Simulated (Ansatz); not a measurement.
# revPBE/aug-cc-pVTZ run of PH3 (phosphine)

What is the vertical singlet–triplet gap of PH3 (phosphine) at revPBE/aug-cc-pVTZ? 

Program for the calculation: Ansatz 0.2.0.

## Step 1: The structure to begin with

PH3 has 4 atoms, charge 0, and is taken as a singlet. As SMILES, `P`. The coordinates come from a PBE0-D4/def2-TZVP relaxation.

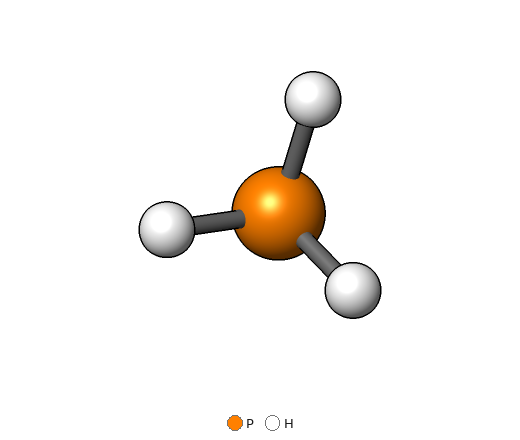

Viewed from a chosen angle; phosphorus orange, hydrogen white.

## Step 2: The energy at revPBE/aug-cc-pVTZ

molecule.yaml reads:

```yaml
crystal:
  periodic: [false, false, false]
  atoms:
    - {symbol: P, position_ang: [0.346000, -0.326500, -0.332800]}
    - {symbol: H, position_ang: [0.630900, -0.034000, 1.027000]}
    - {symbol: H, position_ang: [-1.005500, -0.663000, -0.057200]}
    - {symbol: H, position_ang: [0.028700, 1.023500, -0.636900]}
basis:
  gaussian:
    orbitals: aug-cc-pVTZ
hamiltonian:
  xc: {name: revPBE}
accuracy: high
output: {orbitals: {seedname: orbitals}}
```

On the command line:

```sh
ansatz run molecule.yaml --threads 1 --pin off --max-ram 3480MiB --events-out events.jsonl --progress --plain --runs-dir runs
```

The program printed:

```text
Warning: RAYON_NUM_THREADS=1 ignored (pool sized by the plan → 1); use --threads N
Functional definition: revPBE
  name "revPBE"
  parameter kappa = 1.245
  parameter beta = 0.06672455060314922
  exchange = pbe_x(kappa = kappa, mu = beta*pi^2/3)
  correlation = pbe_c(beta = beta)
1842 factors; integrals over basis functions are off by at most 3.1e-9 eV
mean field evaluation 1: about -9334.9342 eV, gradient 1.7e1 eV
mean field evaluation 2: about -9335.2935 eV, gradient 1.5e1 eV
mean field evaluation 4: about -9335.9741 eV, gradient 5.8e-1 eV
mean field evaluation 8: about -9335.9745 eV, gradient 4.5e-3 eV
mean field evaluation 16: about -9335.9745 eV, gradient 4.1e-7 eV
mean field -9335.97453715 eV, -343.0907360894 hartree, gradient 4.4e-8 eV, S^2 0.000000; 0 other end points of the search recorded, 0 dependent functions left out
reference -9335.97454413 eV, -343.0907363460 hartree; 9, 9 occupied and 110, 110 virtual orbitals, 1842 factors
Total energy: -9335.97454413 eV, -343.0907363460 hartree
```

Run time: 3.6 s. Hardware: 1 thread of Intel Xeon Platinum 8488C (Sapphire Rapids), shared host; peak memory 0.28 GiB.

## Step 3: The triplet at the same level

molecule.yaml: that of step 2 with these lines changed.

```diff
@@ -1 +1,4 @@
+basis:
+  gaussian:
+    orbitals: aug-cc-pVTZ
 crystal:
@@ -7,5 +10,5 @@
     - {symbol: H, position_ang: [0.028700, 1.023500, -0.636900]}
-basis:
-  gaussian:
-    orbitals: aug-cc-pVTZ
+magnetization:
+  spin_polarized: true
+  initial_magnetization: 2
 hamiltonian:
@@ -13,2 +16,3 @@
 accuracy: high
-output: {orbitals: {seedname: orbitals}}
+output:
+  orbitals: {seedname: orbitals}
```

On the command line:

```sh
ansatz run molecule.yaml --threads 1 --pin off --max-ram 3480MiB --events-out events.jsonl --progress --plain --runs-dir runs
```

The program printed, shortened:

```text
Warning: RAYON_NUM_THREADS=1 ignored (pool sized by the plan → 1); use --threads N
[... 2 set-up lines as earlier in the session ...]
[...]
1842 factors; integrals over basis functions are off by at most 3.1e-9 eV
[...]
mean field -9330.25822873 eV, -342.8806656296 hartree, gradient 1.3e-8 eV, S^2 2.005829; 12 other end points of the search recorded, 0 dependent functions left out
reference -9330.25823515 eV, -342.8806658657 hartree; 10, 8 occupied and 109, 111 virtual orbitals, 1842 factors
Total energy: -9330.25823515 eV, -342.8806658657 hartree
```

Wall time 24 s (1 thread of Intel Xeon Platinum 8488C (Sapphire Rapids), shared host); peak memory 0.35 GiB.

## Step 4: Results

At revPBE/aug-cc-pVTZ:

| quantity | value |
| --- | --- |
| singlet: total energy | -343.09074 Eh |
| singlet: HOMO energy | -6.70 eV |
| singlet: LUMO energy | -0.69 eV |
| singlet: HOMO–LUMO gap | 6.01 eV |
| triplet: total energy | -342.88067 Eh |
| triplet: HOMO energy (highest over α and β) | -1.63 eV |
| triplet: ⟨S²⟩ | 2.006 |
| vertical energy of the triplet above the singlet | 5.716 eV |

**Reading.** At this shape the triplet lies 5.72 eV (552 kJ/mol) above the singlet.
